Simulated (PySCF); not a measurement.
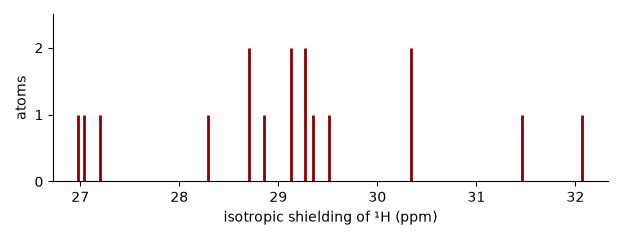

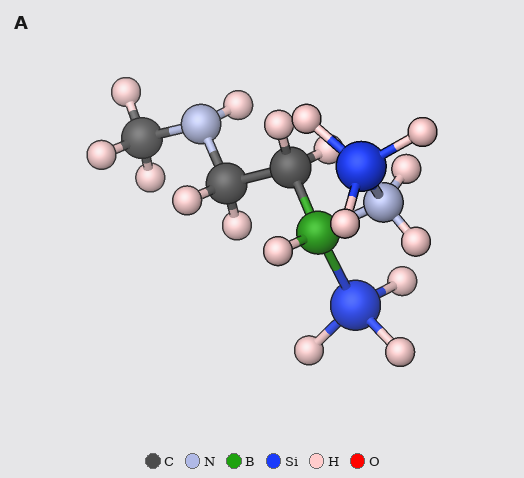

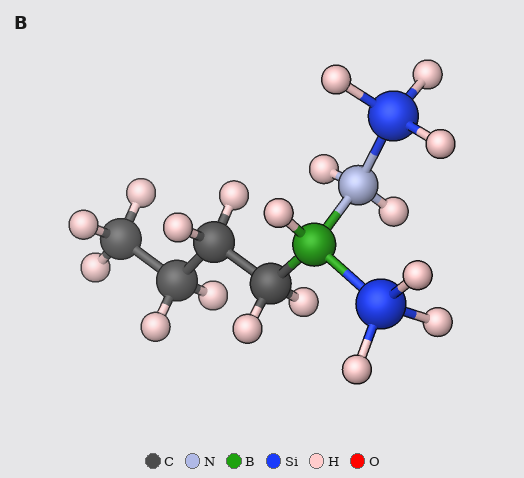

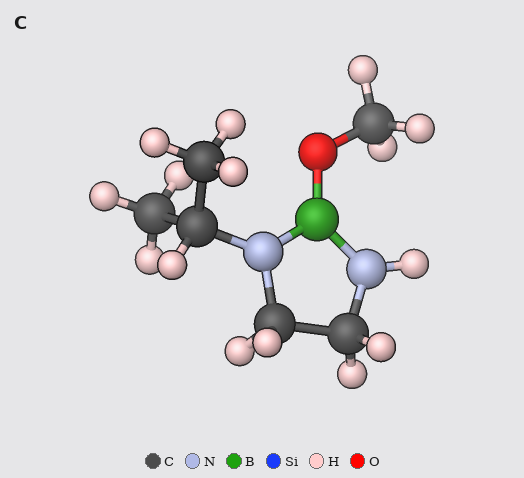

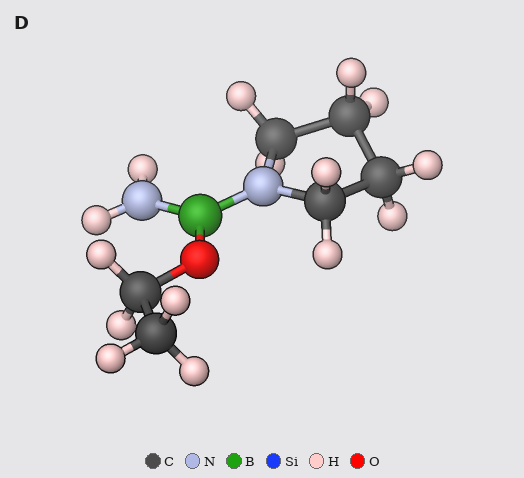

The sticks are computed shieldings of one of the molecules, for one fixed geometry (GFN2-xTB) without averaging over rotations. Low shielding means a high chemical shift. Method: GIAO PBE0/pcSseg-1 NMR shielding, non-relativistic, gas phase (PySCF 2.14.0).

Match the spectrum to a structure.

Answer. A, `CNCC[B@@H-]([SiH3])[NH2+][SiH3]`. Its 17 H atoms give lines at 26.98, 27.04, 27.20, 28.29, 28.70 (2 atoms), 28.85, 29.13 (2 atoms), 29.27 (2 atoms), 29.35, 29.51, 30.34 (2 atoms), 31.46, 32.07 ppm.

The geometry is semi-empirical. Around B, Si such bond lengths and angles can be off by a tenth of an ångström or more and by several degrees, and values that hang on the shape move with them.
